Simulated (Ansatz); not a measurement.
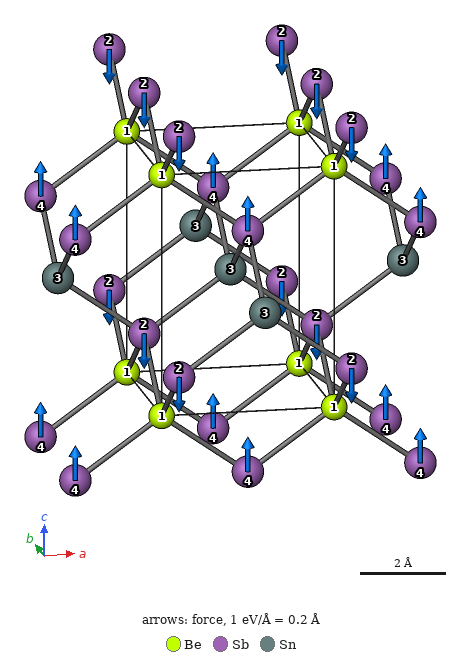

Starting geometry of solid BeSnSb$_{2}$ (a generated structure, set up in P-4m2) with the computed forces as blue arrows. A ball-and-stick model of the cell of the calculation, seen slightly off an axis.

Computed with Ansatz, DFT, PBEsol, plane waves, PAW.

Input
```yaml
crystal:
  lattice:
    - [4.1467411856, 0.0, 0.0]
    - [0.0, 4.1467411856, 0.0]
    - [0.0, 0.0, 5.8643776243]
  atoms:
    - { symbol: Be, position: [0.0, 0.0, 0.0] }
    - { symbol: Sb, position: [0.0, 0.5, 0.25] }
    - { symbol: Sn, position: [0.5, 0.5, 0.5] }
    - { symbol: Sb, position: [0.5, 0.0, 0.75] }
kpoints:
  mp_grid: { grid: [6, 6, 4] }
hamiltonian:
  xc: pbesol
scf:
  occupations: { method: fermi_dirac, width: 0.03 }
relax:
  f_tol: 0.01
  cell: {}
  max_steps: 120
```

Run as
```bash
ansatz run input.yaml --threads 2 --pin off --max-ram 2211MiB --backend cpu --events-out ev --progress --plain --runs-dir out
```

Q: What follows when this structure is relaxed?

A: It isn't relaxed: the largest force vector, on Sb atoms, is 4.30 eV/Å. The atoms end up moving mostly along the starting forces (cosine between the two patterns 1.00). The energy falls by 1.473 eV per cell of the calculation in 4 accepted moves (5 points after the start). The largest force component goes from 4.3 to 0.004 eV/Å. The pressure goes from 12.49 to 0.00 GPa. The SCF was repeated once at an unchanged geometry on a basis and grid sized afresh for the cell, which shifted the energy by 2.0 meV per cell of the calculation at most. The largest moves relative to the cell, 0.30 Å, are those of Sb2 and Sb4. Sb4 goes along +c. Be and Sn stay in place. The drawn cell changes as follows: a = b 4.147 → 4.295 Å (+3.6 %), c 5.864 → 6.027 Å (+2.8 %); the volume changes by +10.3 %. Among the contacts that change: Sb2–Sn3 2.539 → 2.806 Å, Be1–Sb2 2.539 → 2.464 Å. Bond angles that change, for instance: Be1–Sb4–Be1 109.5° → 121.3°, Sb2–Be1–Sb2 109.5° → 121.3°, Sn3–Sb4–Sn3 109.5° → 99.9°. The space group stays P-4m2 (No. 115). Cost: 40 s on 2 threads of AMD EPYC (Zen 3), with other jobs on the host, peak memory 0.43 GiB.
